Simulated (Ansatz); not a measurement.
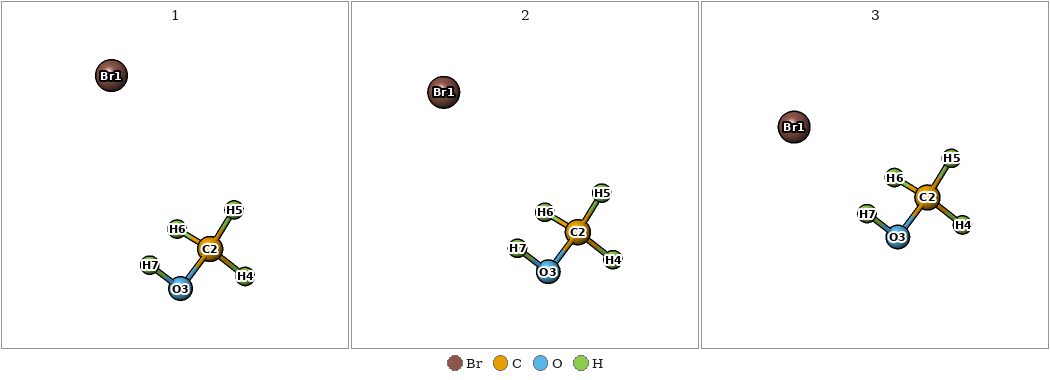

The pair Br···CH₄O, charge −1. The turn is about an axis along (0.33, −0.93, 0.17) in the frame of the relaxed pair, normal to the line between the partners. The first coordinate is: distance H7···Br1; the second: turn of Br1 about H7. The grid has 13 × 13 points. Points are written as (first, second). Energies are in kcal/mol, from the lowest grid point. All numbers below come from RHF/def2-SVPD in Ansatz.

The numbered pictures are structures from this grid.

### Which is the most stable, and how do the others follow?

3, at (2.577 Å, 0°): 0.0 kcal/mol; 2, at (3.697 Å, 20°): 3.5 kcal/mol; 1, at (4.147 Å, 40°): 4.7 kcal/mol.

The map, with the structures marked:

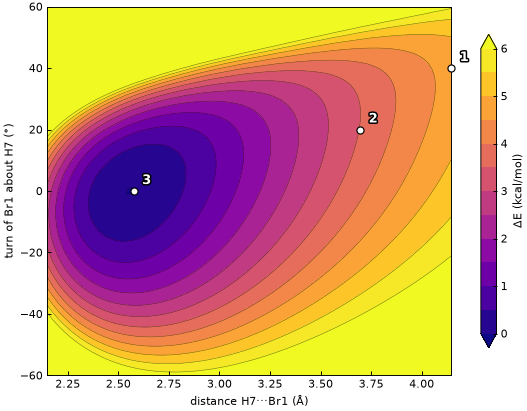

The picture shows filled contours, one colour for all values above the top of the scale. Between grid points the surface is interpolated.
